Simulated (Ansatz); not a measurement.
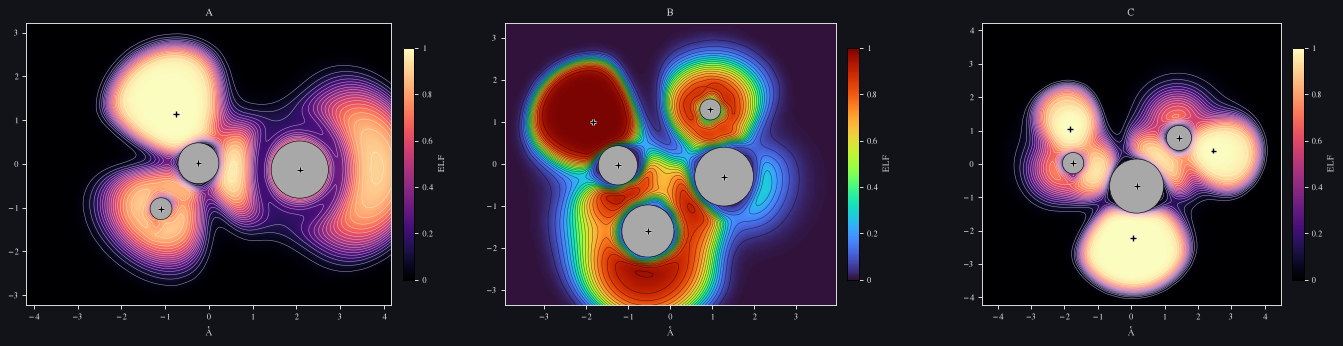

The electron localisation function of 3 systems, each on a plane through atoms (crosses mark nuclei in the plane; grey discs cover the cores).

All numbers below come from isolated molecule in a Gaussian basis; Kohn-Sham density functional theory, functional PBE0 in Ansatz.

System 1: CH$_{7}$AlN (SMILES [CH3][AlH][NH3+]) (charge +1), the plane of atoms C1, Al2 and N3. Geometry: B3LYP-D3(BJ)/def2-SVP.

```yaml
atoms:
  - { symbol: C, position_ang: [0.2286, -0.3713, -1.8190] }
  - { symbol: Al, position_ang: [-0.9625, 0.6247, -0.6880] }
  - { symbol: N, position_ang: [-1.7619, 2.2058, -1.6647] }
  - { symbol: H, position_ang: [0.6612, -1.2307, -1.2822] }
  - { symbol: H, position_ang: [-0.2919, -0.7615, -2.7116] }
  - { symbol: H, position_ang: [1.0646, 0.2546, -2.1780] }
  - { symbol: H, position_ang: [-1.5655, 0.6744, 0.7518] }
  - { symbol: H, position_ang: [-2.7914, 2.1722, -1.6827] }
  - { symbol: H, position_ang: [-1.4587, 2.3000, -2.6430] }
  - { symbol: H, position_ang: [-1.5381, 3.1004, -1.2054] }
```

System 2: BF$_{2}$H$_{2}$PSi (SMILES B=P[SiH](F)F), the plane of atoms F3, Si5 and P4. Geometry: PBE0-D3(BJ)/def2-SVP.

```xyz
7

B    -1.5126   -0.0257   -1.3456
F    -1.3601    2.4401    1.3775
F     0.2968    0.7967    0.2814
P    -2.8480    0.2232   -0.2960
Si   -1.1633    0.8832    1.0006
H    -0.6525   -0.2359   -2.1427
H    -1.0809    0.1195    2.2644
```

System 3: BFHSn (SMILES F[BH][Sn]) (doublet), the molecular plane. Geometry: BLYP-D3(BJ)/def2-SVP; core potentials replace the inner electrons of Sn.

```xyz
4

B     0.9306    0.3965    0.6583
F     1.2638    0.6263   -0.6226
Sn   -0.4255   -1.3229    1.4242
H     1.3933    1.1760    1.4913
```

Match each panel to its system.

Panel A is system 3, BFHSn: the plane holds B, F, Sn and H. B–F (1.34 Å): the ELF peaks at about 0.85 between the atoms, as expected for a shared but strongly polarised pair. Panel B is system 2, BF$_{2}$H$_{2}$PSi: the plane holds B, F, P, Si and H. Si–F (1.63 Å): the ELF peaks at about 0.85 in the valence shell of F, 0.6 Å from its nucleus, and is about 0.55 at the midpoint. Panel C is system 1, CH$_{7}$AlN: the plane holds C, Al, N and H. C–Al (1.92 Å): the ELF peaks at about 0.95 between the atoms, as expected for a polar covalent bond.
